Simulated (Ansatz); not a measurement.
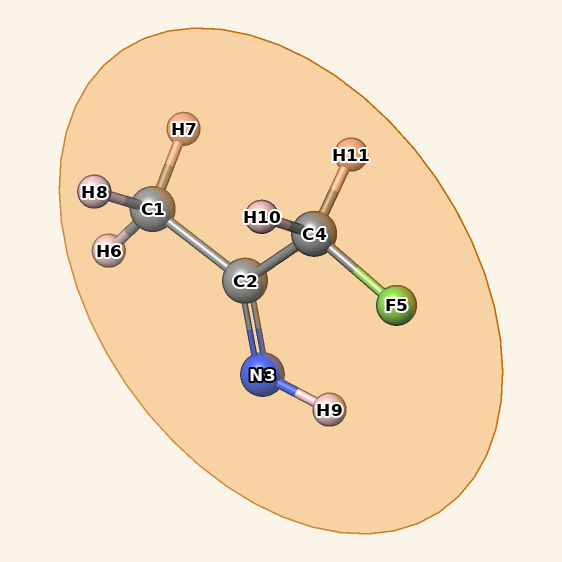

A disc through the centre of mass is drawn in. Depth is shown by fading: the farther an atom, the more it takes the colour of the background. The computed structure is the end point of a PBE-D4/def2-SVP optimisation. No frequency run is at hand to confirm it as a minimum.

Is the plane of the disc a mirror plane of the structure?

Yes. The reflection leaves C1, C2, N3, C4, F5, H6, H9 in place and moves H7 ↔ H8; H10 ↔ H11. The point group is Cs.
